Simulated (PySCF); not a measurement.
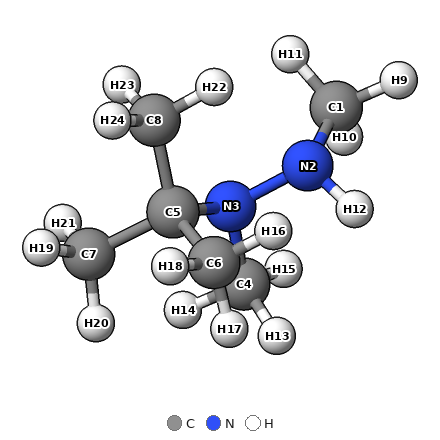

C₆H₁₆N₂, SMILES CNN(C)C(C)(C)C. Vertical core-electron binding energies by ΔSCF (SCAN, pcX-2 on the ionised atom, pcseg-1 elsewhere, spin-free X2C; PySCF, at a PBE0-D3(BJ)/def2-SVP geometry (no frequency check)), gas phase, against the vacuum level. One atom of each kind was ionised; within a panel, areas follow the number of like atoms, each panel is scaled alone, Gaussians of 1.0 eV full width. Only the regions named are shown. Lines closer than the width merge in the curve.

> Predict the C 1s and N 1s photoelectron lines.

```csv
level,atoms,binding energy (eV)
C 1s,C1,291.1
C 1s,C4,291.1
C 1s,C5,291.0
C 1s,"C6, C7, C8",290.0
N 1s,N2,405.1
N 1s,N3,404.8
```

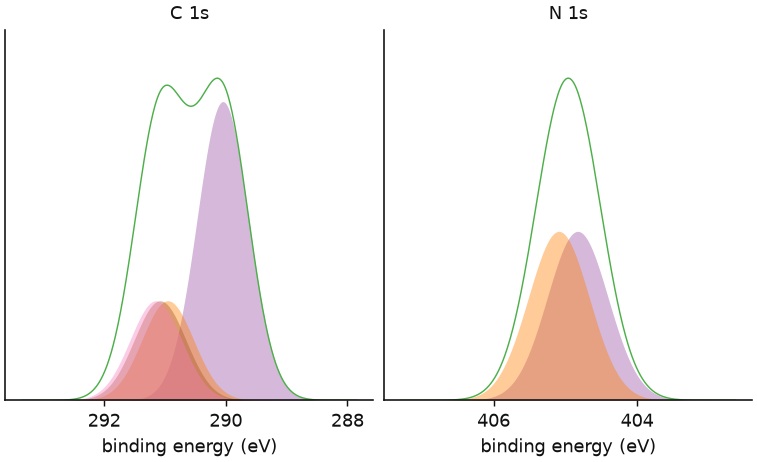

Note: one conformer of a flexible molecule.
